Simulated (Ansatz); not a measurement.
Input

```
crystal:
  periodic: [false, false, false]
  atoms:
    - { symbol: Ge, position_ang: [-0.518948, -0.118343, -0.367198] }
    - { symbol: H, position_ang: [0.044506, 0.45073, 2.273139] }
    - { symbol: H, position_ang: [0.854583, -0.251618, 0.319382] }
    - { symbol: F, position_ang: [-0.541329, 1.518375, -1.049161] }
    - { symbol: H, position_ang: [-0.747452, -1.104565, -1.543574] }
    - { symbol: "N", position_ang: [-1.974821, -0.355334, 0.803821] }
    - { symbol: H, position_ang: [-2.829104, -0.532702, 0.255415] }
    - { symbol: H, position_ang: [-2.152172, 0.471709, 1.383804] }
    - { symbol: H, position_ang: [-0.517061, 0.054447, 2.488471] }
basis:
  gaussian: { orbitals: def2-SVP }
hamiltonian:
  xc: pbe
  dispersion: d4
relax:
  f_tol: 0.03
  max_steps: 50
output:
  orbitals: {}
```

Launched as:

```sh
ansatz run input.yaml --threads 2 --pin off --max-ram 3072MiB --backend cpu --events-out ev --progress --plain --runs-dir out
```

The fields are those of the run's last geometry, not of the input's.

Level of theory: RKS PBE-D4/def2-SVP in Ansatz.

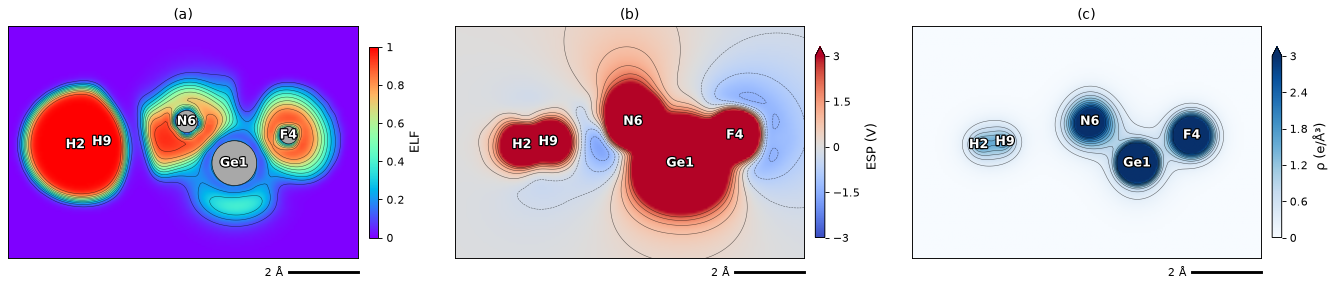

FGeH4N···H2. (a) ELF; (b) molecular electrostatic potential; (c) electron density on the plane of atoms F4, Ge1 and N6. Grey discs cover the atomic cores in the ELF map.

**What do the fields say about this system?**

- The plane passes through Ge, H, F and N nuclei.
- N6···H9 (2.53 Å): the density falls to about 0.07 e/Å³ on the way; the ELF dips to about 0.05 between them; a non-bonded, intermolecular contact.
- Ge–F (1.77 Å): ρ is about 0.86 e/Å³ halfway; the ELF peaks at about 0.80 in the valence shell of F, 0.5 Å from its nucleus, and is about 0.25 at the midpoint.
- Ge–N (1.83 Å): ρ at the midpoint is about 0.97 e/Å³; the ELF peaks at about 0.85 in the valence shell of N, 0.6 Å from its nucleus, and is about 0.50 at the midpoint.
- H–H (0.77 Å): ρ at the midpoint is about 1.6 e/Å³; the ELF peaks at about 1 between the atoms.
- The ELF also peaks beside F4 and N6, away from the bonds: lone-pair regions.
- Outside the dense part of the complex the potential is most negative (−1.7 V) near N6.
